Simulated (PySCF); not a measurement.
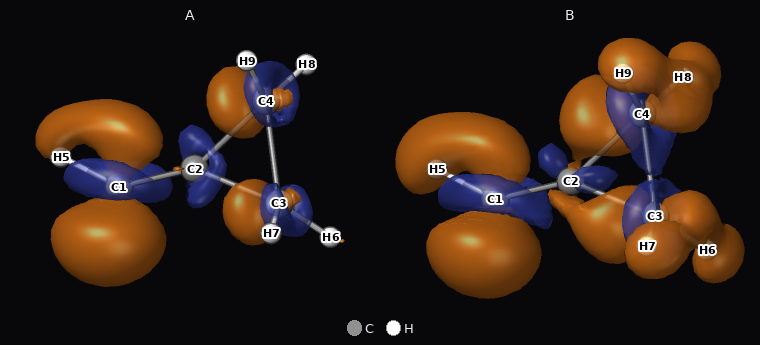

*C$_{4}$H$_{5}$, doublet, SMILES `[CH]=C1CC1`. The two Fukui functions at ±0.03 e/Å³ (orange positive, blue negative).*

Computed with PySCF, PBE/aug-cc-pVDZ, geometry: GFN2-xTB. No frequency check shows the geometry to be a minimum. GFN2-xTB doesn't know the spin state, so this open-shell geometry is rough.

The calculation's input:

```python
import numpy as np
from pyscf import gto, scf, dft
from pyscf.scf import atom_ks, atom_hf
from scipy.linalg import block_diag

def solve(mol, dm0=None, hcore=None):
    mf = (dft.UKS if mol.spin else dft.RKS)(mol, xc='pbe')
    mf.grids.level = 3
    mf = mf.density_fit(auxbasis='def2-universal-jkfit')
    mf.conv_tol, mf.max_cycle = 1e-8, 80
    if hcore is not None:
        mf.get_hcore = lambda *args: hcore
    mf.kernel(dm0)
    if not mf.converged:
        mf = mf.newton().run(mf.mo_coeff, mf.mo_occ, max_cycle=30)
    assert mf.converged, 'SCF not converged'
    return mf

mol = gto.M(atom='''
C     -1.67702    -0.10422    -0.00003
C     -0.41763    -0.02970     0.00002
C      0.88931    -0.73034     0.00004
C      0.86881     0.76880    -0.00004
H     -2.57088     0.46449     0.00009
H      1.17979    -1.24197    -0.90702
H      1.17979    -1.24213     0.90678
H      1.11523     1.29628    -0.90947
H      1.11523     1.29611     0.90970
''', basis='aug-cc-pvdz', charge=0, spin=1, verbose=4)
mf = solve(mol)
out = dict(e0=mf.e_tot, dm0=mf.make_rdm1(), c=mf.mo_coeff, occ=mf.mo_occ, eps=mf.mo_energy)
for name, dq, spin in [('cation', 1, 0), ('anion', -1, 0)]:
    ion = mol.copy().set(charge=mol.charge + dq, spin=spin).build()
    mi = solve(ion)
    if spin and dq > 0 and mol.nao < 130:
        c, _, stable, _ = mi.stability(return_status=True)
        if not stable:
            mi = solve(ion, mi.make_rdm1(c, mi.mo_occ))
    print(name, 'vertical energy change / eV', (mi.e_tot - mf.e_tot) * 27.211386)
    out.update({'e_' + name: mi.e_tot, 'dm_' + name: mi.make_rdm1(), 's2_' + name: mi.spin_square()[0], 'eps_' + name: mi.mo_energy, 'occ_' + name: mi.mo_occ})
# spherically averaged free atoms, for the promolecule
atm = atom_ks.get_atm_nrks(mol, xc='pbe')
pro = block_diag(*[(atm[a[0]][2] * atm[a[0]][3]) @ atm[a[0]][2].T for a in mol._atom])
np.savez('result.npz', pro=pro, **out)
```

Command:

```sh
OMP_NUM_THREADS=1 python input.py
```

The run took 32 s on 1 thread of Intel(R) Xeon(R) 6975P-C (Granite Rapids), with other jobs on the host, peak memory 0.51 GiB.

Partitions, critical points and surface values were worked out afterwards from this run's density.

Why do the two look alike?

The electron leaves from or enters the same singly occupied orbital. A is f⁺, B is f⁻. f⁻ (Hirshfeld-condensed) is largest on C1 (0.31); the vertical ionisation energy is 7.87 eV (to the singlet cation, which needn't be its lowest state). f⁺ (Hirshfeld-condensed) is largest on C1 (0.32); the vertical electron affinity is 0.18 eV (to the singlet anion, which needn't be its lowest state; the anion's highest orbital has positive energy, so this value and f⁺ depend on the basis).
